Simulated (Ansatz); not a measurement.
# C3H9AlSi: the cost of one run

The runs use Ansatz 0.2.0, Gaussian basis; functionals in def2-TZVPP, the program's frozen cores in correlated methods.

Plan: PBE-D4, r2SCAN-D4, PBE0-D4, B3LYP-D4, ωB97X-V, ωB97M-V, B2PLYP; CCSD(T)/def2-TZVPP; MP2/def2-QZVPP; extrapolation to the limit.

### Step 1. The geometry

An earlier PBE0-D4 in a triple-zeta def2 set relaxation fixed the geometry.

SMILES `CC1[CH2][AlH][SiH2]1`, 14 atoms, charge 0, spin multiplicity 1.

Atoms are counted from 1 here; the program's logs count them from 0.

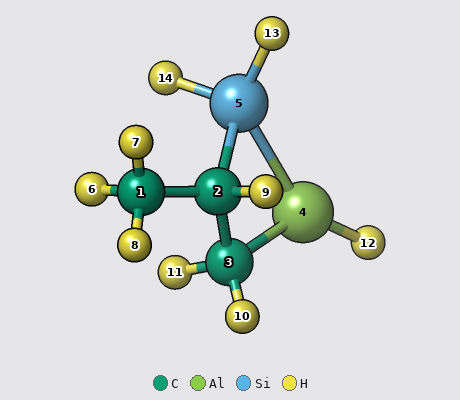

The structure; carbon teal, aluminium green, silicon blue, hydrogen yellow; atoms are numbered from 1 in the order of the file.

### Step 2. PBE-D4 (GGA)

File in.yaml:

```yaml
crystal:
  periodic: [false, false, false]
  atoms:
    - {symbol: C, position_ang: [-1.017755, -0.896160, 1.161353]}
    - {symbol: C, position_ang: [-0.022759, 0.065791, 0.529441]}
    - {symbol: C, position_ang: [1.145969, -0.625854, -0.226480]}
    - {symbol: Al, position_ang: [1.565403, 0.852284, -1.466672]}
    - {symbol: Si, position_ang: [-0.699023, 1.324903, -0.764465]}
    - {symbol: H, position_ang: [-1.501841, -1.507801, 0.394163]}
    - {symbol: H, position_ang: [-1.804839, -0.369453, 1.708046]}
    - {symbol: H, position_ang: [-0.521965, -1.578031, 1.860550]}
    - {symbol: H, position_ang: [0.414940, 0.693412, 1.319040]}
    - {symbol: H, position_ang: [1.889752, -1.077239, 0.436229]}
    - {symbol: H, position_ang: [0.740436, -1.448074, -0.836666]}
    - {symbol: H, position_ang: [2.852069, 1.305409, -2.285247]}
    - {symbol: H, position_ang: [-1.305114, 2.564052, -0.195734]}
    - {symbol: H, position_ang: [-1.748274, 0.667459, -1.604853]}
basis:
  gaussian: {orbitals: def2-TZVPP}
hamiltonian: {xc: pbe, dispersion: d4}
output: {forces: true, orbitals: {seedname: orbitals}}
```

Launch:

```sh
ansatz run in.yaml --threads 4 --pin off --events-out ev --progress --plain --max-ram 10444MiB
```

What time and memory should one allow on 4 threads of Arm Neoverse V2, shared host?

About 3.1 s, with a peak of 0.47 GiB.
